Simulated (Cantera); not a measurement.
A closed system holds: 1 mol FeS2, 8.1 mol H2, 0.056 mol H2O, held at 0.150 Torr.

Cantera equilibrium calculation (NASA polynomials, part measured and part estimated; ideal gas, pure solids and liquids). Candidate condensed phases: Fe, FeO, Fe(OH)2, Fe(OH)3, FeS, FeSO4, FeS2, Fe2O3, Fe2(SO4)3, Fe3O4, H2O, H2SO4, S; 22 gas species. FeS: taken at fixed stoichiometry. Gases not in the tables: S3 to S7. Kinetics and transport are ignored.

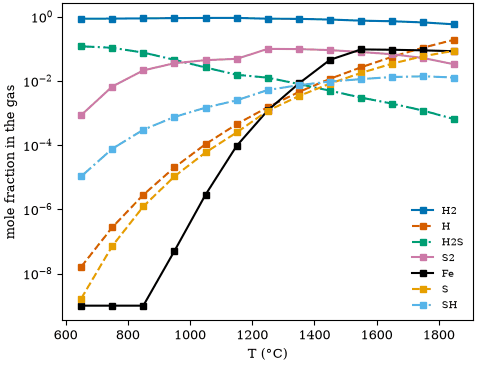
Figure: Equilibrium gas composition (values under 1e-9 drawn at 1e-9)

From 650 °C to 1150 °C the condensed part is FeS(s). From 1250 °C to 1350 °C the condensed part is Fe(γ). At 1450 °C the condensed part is Fe(δ). From 1550 °C to 1850 °C nothing is condensed.
